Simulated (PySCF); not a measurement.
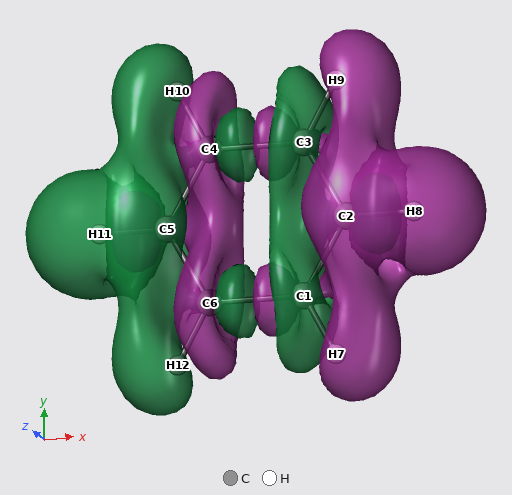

*C6H6, triplet, SMILES `[CH]1C=CC=C[CH]1`. Change of the electron density in a uniform field of 0.21 V/Å, surfaces at ±0.001 e/Å³ (green: gain, purple: loss).*

Method: TPSSh/def2-SVPD; geometry: GFN2-xTB; program: PySCF. No frequency check shows the geometry to be a minimum. The stability of the open-shell solution wasn't checked. GFN2-xTB doesn't know the spin state, so this open-shell geometry is rough.

The field was applied in both directions; the picture shows the one opposite to the script's first.

> Along which Cartesian direction does the field point?

Along +x: electrons gather on the −x side, against the field.

> How large is the response?

The induced dipole is 0.72 D (along the field); α along this axis, from the fields in both directions, is 71 bohr³ (10.5 Å³).
